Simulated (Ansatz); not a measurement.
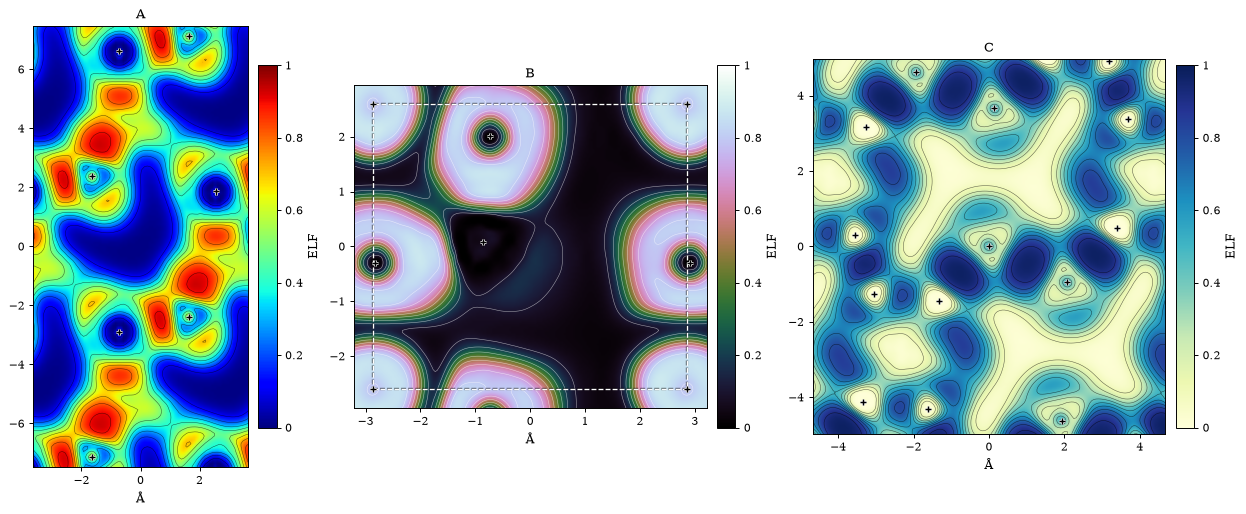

The electron localisation function of 3 systems, each on a plane through atoms (crosses mark nuclei in the plane).

Computed with DFT PBE, scalar-relativistic, plane waves, PAW in Ansatz 0.2.0.

System 1: Si₅Ge₂, the (101) plane of the conventional cell. Space group R32; a generated structure, not necessarily the stable one.

System 2: SiB₅C, the (010) plane of the conventional cell. Space group C2/m; a generated structure, not necessarily the stable one.

```
Si B C
1.0
     8.65655    0.00000    0.00222
     0.00000    6.19874    0.00000
    -1.92603    0.00000    4.62059
Si B C
4 20 4
Direct
  0.40355 0.00000 0.60326
  0.90355 0.50000 0.60326
  0.09645 0.50000 0.39674
  0.59645 0.00000 0.39674
  0.17063 0.15374 0.98594
  0.67063 0.65374 0.98594
  0.17063 0.84626 0.98594
  0.67063 0.34626 0.98594
  0.18082 0.00000 0.28862
  0.68082 0.50000 0.28862
  0.45326 0.27599 0.81133
  0.95326 0.77599 0.81133
  0.45326 0.72401 0.81133
  0.95326 0.22401 0.81133
  0.32937 0.65374 0.01406
  0.82937 0.15374 0.01406
  0.32937 0.34626 0.01406
  0.82937 0.84626 0.01406
  0.31918 0.50000 0.71138
  0.81918 0.00000 0.71138
  0.04674 0.77599 0.18867
  0.54674 0.27599 0.18867
  0.04674 0.22401 0.18867
  0.54674 0.72401 0.18867
  0.00835 0.00000 0.66748
  0.50835 0.50000 0.66748
  0.49165 0.50000 0.33252
  0.99165 0.00000 0.33252
```

System 3: LuAl₃N₄, the (100) plane of the conventional cell. Space group Pmn2₁; a generated structure, not necessarily the stable one; changed on purpose from its base cell (volume × 1.03, shape and atoms relaxed); computed pressure about −5 GPa in this cell.

```
Lu Al N
1.0
     6.64375    0.00000    0.00000
     0.00000    5.73048    0.00000
     0.00000    0.00000    5.19760
Lu Al N
2 6 8
Direct
  0.00000 0.83787 0.98014
  0.50000 0.16213 0.48014
  0.00000 0.18676 0.49617
  0.50000 0.81324 0.99617
  0.25047 0.65925 0.49602
  0.74953 0.65925 0.49602
  0.75047 0.34075 0.99602
  0.24953 0.34075 0.99602
  0.00000 0.20960 0.86571
  0.50000 0.79040 0.36571
  0.27312 0.65063 0.86377
  0.72688 0.65063 0.86377
  0.00000 0.84513 0.42341
  0.77312 0.34937 0.36377
  0.22688 0.34937 0.36377
  0.50000 0.15487 0.92341
```

### Match each panel to its system.

Panel A is system 1, Si₅Ge₂: the plane holds Si and Ge. Si–Ge (2.42 Å): the ELF peaks at about 0.90 between the atoms (localised, covalent bonding). Panel B is system 3, LuAl₃N₄: the plane holds Lu, Al and N. Al–N (1.93 Å): the ELF peaks at about 0.85 in the valence shell of N, 0.7 Å from its nucleus, and is about 0.85 at the midpoint. Panel C is system 2, SiB₅C: the plane holds Si, B and C. C–C (1.63 Å): the ELF peaks at about 0.95 between the atoms (localised, covalent bonding).
